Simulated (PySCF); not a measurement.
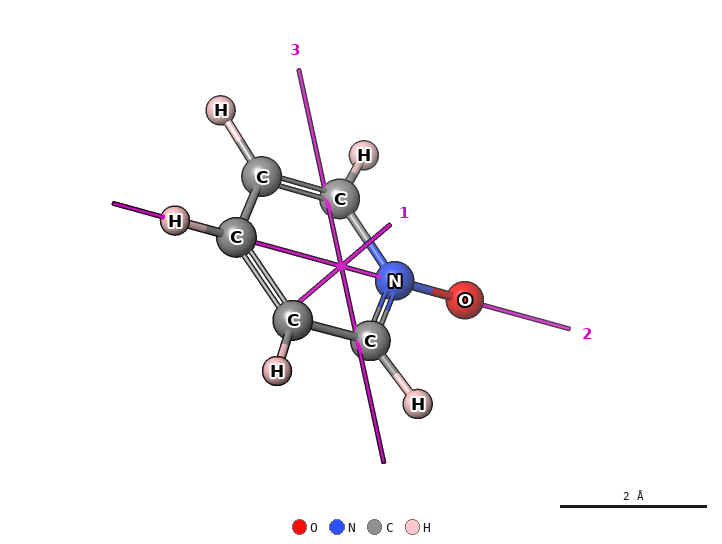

The three principal axes of inertia are drawn and numbered. Atoms fade into the background with distance from the viewer. The computed structure is the end point of a PBE0-D3(BJ)/def2-SVP optimisation. No frequency run is at hand to confirm it as a minimum. Masses are those of the most abundant isotopes; constants are for the rigid equilibrium geometry.

**Which line is the a axis (least moment of inertia), which b and which c?**

a is line 2, b is line 3, c is line 1; the moments are 85.2, 180, 265 u Å².

**Classify the rotor and give the rotational constants (GHz).**

An asymmetric top (C2v): A = 5.93, B = 2.81, C = 1.91 GHz. Ray's parameter κ is −0.55, nearer the prolate limit.
